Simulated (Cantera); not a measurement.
Feed: 1 mol SiCl₄, 25 mol N₂, 0.18 mol HCl, at 13300 Pa.

Cantera equilibrium calculation (NASA polynomials, part measured and part estimated; ideal gas, pure solids and liquids). Candidate condensed phases: NH₄Cl, Si, Si₃N₄; 28 gas species. The tables' values for SiCl₃ are old estimates; treat these amounts as uncertain. Rates play no part.

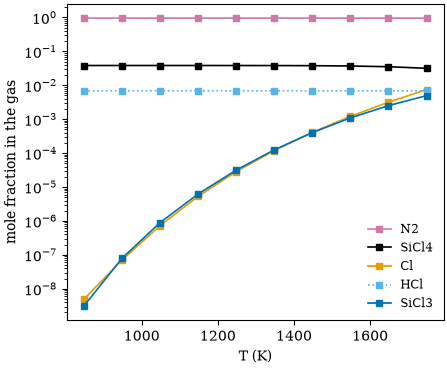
*Equilibrium gas composition (values under 1e-9 drawn at 1e-9)*

**Question.** Read off the mole fractions at 948 K.

**Answer.** N₂ about 0.95, SiCl₄ about 0.038, HCl about 0.0069, SiCl₃ about 7.9e-8, Cl about 7.0e-8.
